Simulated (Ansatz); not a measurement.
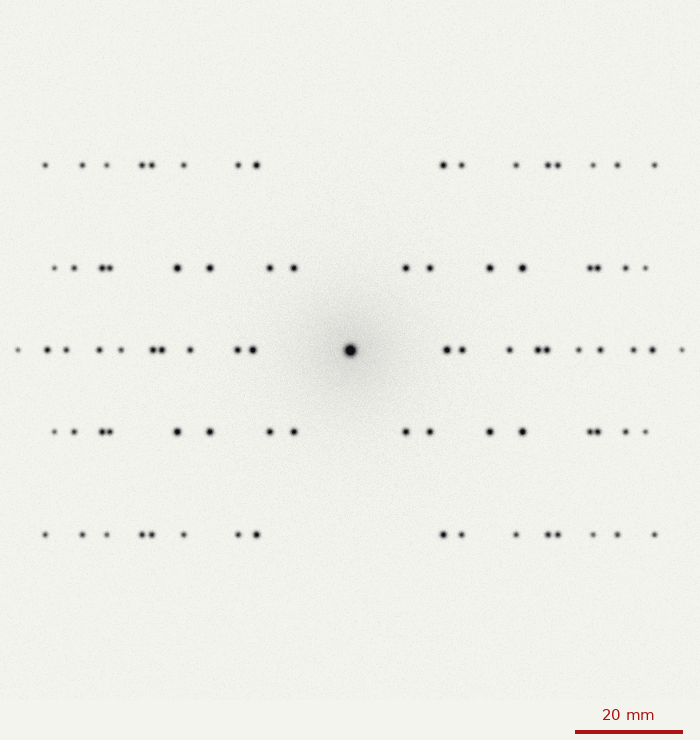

Simulated X-ray rotation photograph: Mo Kα radiation (λ = 0.7107 Å), cylindrical film of radius 57.3 mm unrolled, rotation axis vertical and normal to the beam, kinematic intensities without Lorentz or polarisation factors, the film spanning ±63° about the beam; spots down to d = 0.68 Å.

### Measure the layer lines and find the identity period along the axis.

The first layer line lies 15.4 mm from the equator, so tan ν = 0.269, sin ν = 0.260 and the period is λ/sin ν = 2.74 Å. Further lines follow at 34.8 mm.

The crystal is Ir, space group Fm-3m (No. 225), a = 3.87 Å. Structure: the input geometry of an electronic-structure calculation (not necessarily at equilibrium).

### About which axis was it rotated?

About [110] (or an equivalent direction), whose length in the conventional cell is 5.477 Å; the F centring shortens the period to 1/2 of it.
